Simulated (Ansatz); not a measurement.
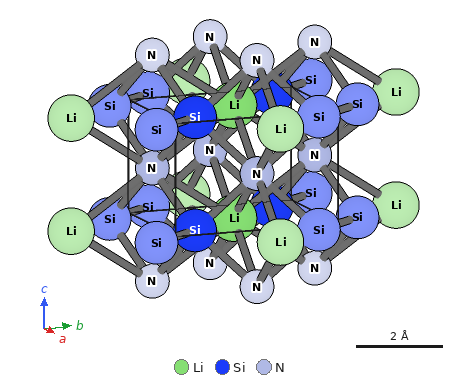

Shown here is a ball-and-stick view of the crystal, taken slightly off an axis. The parallelepiped is the simulation cell. The bonded neighbours beyond the faces are included, in fainter colours.

Input used:
```yaml
crystal:
  lattice:
    - [2.6259864136, -3.6048345185, 0.0]
    - [2.6259864136, 3.6048345185, 0.0]
    - [0.0, 0.0, 2.6549481962]
  atoms:
    - { symbol: Li, position: [0.5, 0.5, 0.0] }
    - { symbol: Si, position: [0.1672396466, 0.8327603534, 0.0] }
    - { symbol: Si, position: [0.8327603534, 0.1672396466, 0.0] }
    - { symbol: "N", position: [0.0, 0.5, 0.5] }
    - { symbol: "N", position: [0.5, 0.0, 0.5] }
basis:
  ecutwfc: 420
kpoints:
  mp_grid: { grid: [10, 10, 14] }
  band_path:
    path:
      - [[0.0, 0.0, 0.0], [-0.5, 0.5, 0.0], [-0.38266437, 0.61733563, 0.0]]
      - [[0.38266437, 0.38266437, 0.0], [0.0, 0.0, 0.0], [0.0, 0.0, 0.5], [0.38266437, 0.38266437, 0.5]]
      - [[-0.38266437, 0.61733563, 0.5], [-0.5, 0.5, 0.5], [-0.5, 0.5, 0.0]]
      - [[0.0, 0.0, 0.0], [0.0, 0.5, 0.0], [0.0, 0.5, 0.5], [0.0, 0.0, 0.5], [-0.5, 0.5, 0.5]]
    npoints: 14
hamiltonian:
  xc: pbe
scf:
  occupations: { method: gaussian, width: 0.1 }
  n_extra_bands: 12
output:
  forces: true
  stress: true
  eigenvalues: true
  populations: true
  dos: { projected: true, de: 0.02, nscf_kmesh: { grid: [12, 12, 17] } }
  bader: true
  write_density: true
  write_potential: true
  elf: true
  volumetric_format: npy
```
Run as:
```sh
ansatz run input.yaml --threads 1 --pin off --max-ram 2560MiB --backend cpu --events-out ev --progress --plain --runs-dir out
```

Results below were computed with Ansatz 0.2.0, DFT PBE, scalar-relativistic, plane waves, PAW; the settings were plane waves up to 420 eV, the zone sampled with 10×10×14 points, Gaussian smearing of 0.1 eV, no spin polarisation.

Q: Predict the Bader charges.

A: Li +0.87 e; Si +1.84 e; N -2.28 e.

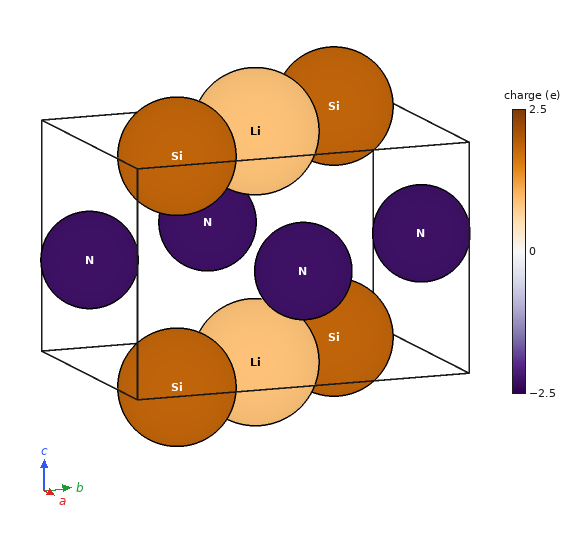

The atoms coloured by those charges.

Starting structure: a random cell made by a generator, so it need not be a real form of the compound. Earlier steps of the study, as a rule a relaxation of our own, may have changed the cell and positions, so they can lie some per cent off the listed ones. Ansatz was used for an electronic-structure calculation on it.
